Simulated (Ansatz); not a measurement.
Antifluorite Mg2Sn, treated with LC-ωPBE in Ansatz (PAW).

Run with plane-wave cutoff 460 eV, 6×6×6 k mesh, Fermi–Dirac smearing 0.01 eV, scalar-relativistic PAW data made under PBE.

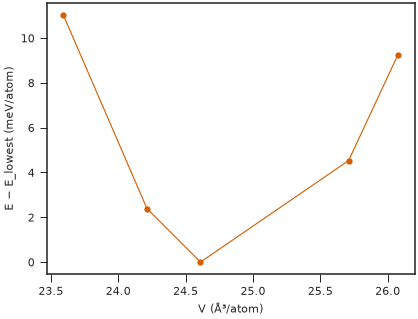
*Total energy against volume*

Question: From the curve, estimate the equilibrium volume and the bulk modulus.

Answer: V0 ≈ 24.8 Å³/atom and B0 ≈ 54 GPa; the fit gives V0 = 24.836 Å³/atom, B0 = 53.8 GPa, B′ = 3.8.

Measured, for comparison: equilibrium volume per atom 25.82 Å³/atom (temperature not stated, no zero-point or thermal correction; as tabulated in Freccero, Grin, Wagner, Dalton Trans. (2023), ESI). Computed (rounded) less measured: equilibrium volume per atom -3.8 %.

Spin–orbit coupling is not included.

Static lattice: no zero-point or thermal effects.

Ansatz is a first-principles code.
